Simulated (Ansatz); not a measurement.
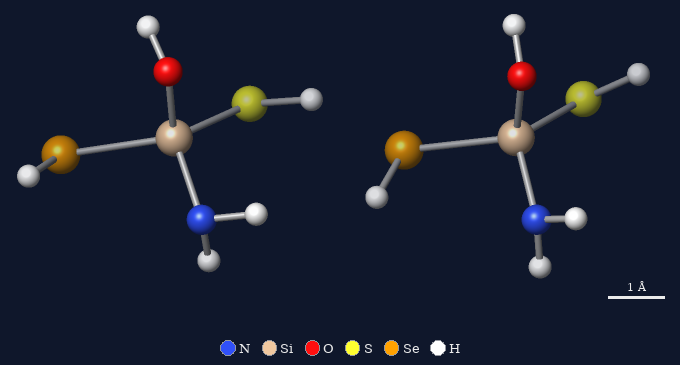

Two geometries of SiNH₅SeSO (coarse preliminary run), drawn at one scale. One is the start of a relaxation, the other its converged end. The picture is a ball-and-stick view, seen face on.

Method: RKS PBE-D4/def2-SVP in Ansatz 0.2.0. Set-up: force threshold 0.03 eV/Å; at most 200 steps.

Which one is relaxed?

Answer. The right one is the relaxed one. The start comes from a force field. After 12 accepted moves (14 points after the start) the energy has fallen by 0.506 eV. Largest force component: 2 eV/Å at the start, 0.014 eV/Å at the end. The line search rejected the trial steps at points 8, 10 of the run. The forces were under the threshold at step 11, but the run went on from there. The atom that moves furthest after the best rigid fit is an H atom (0.62 Å). By element the largest moves are H 0.62 Å, O 0.27 Å, S 0.27 Å, Se 0.12 Å, N 0.10 Å, Si 0.04 Å. Some distances before and after: S–Si 2.073 → 2.177 Å, H–S 1.463 → 1.364 Å, H–Se 1.553 → 1.486 Å, H–N 1.080 → 1.022 Å. Among the angles between lasting bonds that change: Si–N–H 107.3° → 118.7°, H–N–H 102.2° → 111.5°, S–Si–Se 109.2° → 100.1°. Groups turn about Se–Si by about 20°. The run took 18 s on 4 threads of Intel Xeon 6975P-C, with other jobs on the host.
